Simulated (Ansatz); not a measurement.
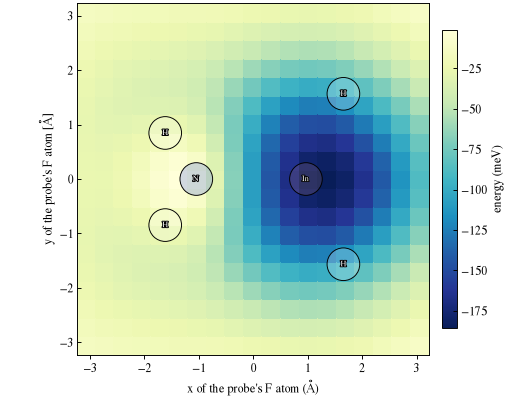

Energy landscape of H₄InN (SMILES [NH2][InH2]) with the probe HF. The probe is moved over a plane parallel to the molecule's main plane, 2.70 Å above it. The first coordinate is: x of the probe's F atom; the second: y of the probe's F atom. Nothing is relaxed (molecule and probe rigid, the probe upright with F nearest the plane). The grid has 19 × 19 points; 190 points were computed and 171 follow by symmetry. Points are written as (first, second). Energies are in meV, from molecule and probe far apart, each relaxed in its own basis (no counterpoise correction). The calculation used Ansatz 0.2.0, RKS SPW92 (LDA)/def2-SVPD.

The picture shows one coloured cell a grid point, labelled circles for the molecule's atoms, projected on the plane. 

Q: Describe this landscape.

A: The lowest grid point is at (1.36 Å, 0.00 Å), −186 meV from molecule and probe far apart, each relaxed in its own basis (no counterpoise correction). It is the only kind of minimum in the scanned range. The highest grid point, (−1.36 Å, 0.00 Å), lies 185 meV above the lowest. Near the minimum the well is nearly round, with a curvature of about 0.079 eV/Å².

Time for the 190 points that were run: 11 min on 1 thread of Arm Neoverse N1 (shared host).
